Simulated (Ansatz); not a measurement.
HfN, response to strain

Start from HfN in the rock salt structure (space group Fm-3m, No. 225; a = 4.502 Å; relaxed with 0.1 eV smearing). Axes: x, y, z lie along the cube axes.

Strains are applied to the cell and any free atomic positions relax; under biaxial strain the out-of-plane vector relaxes too.

Level of theory: PBEsol/PAW in Ansatz (a quantum-chemistry and plane-wave program), without spin-orbit coupling.

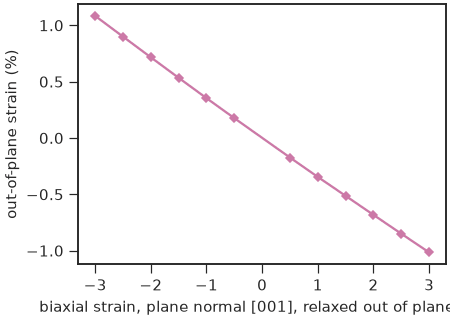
*Out-of-plane strain against biaxial strain, plane normal [001], relaxed out of plane*

Problem. From the plot, what is the out-of-plane strain for biaxial strain +1.50 %, plane normal [001], relaxed out of plane?

Solution. About -0.5 %.

Problem. Is the trend monotonic over the range shown?

Solution. Yes, it falls throughout, spanning -1.02 % to +1.08 %.

Stability against distortions was not tested. The final runs are not spin-polarised. An odd electron count without spin: HfN.
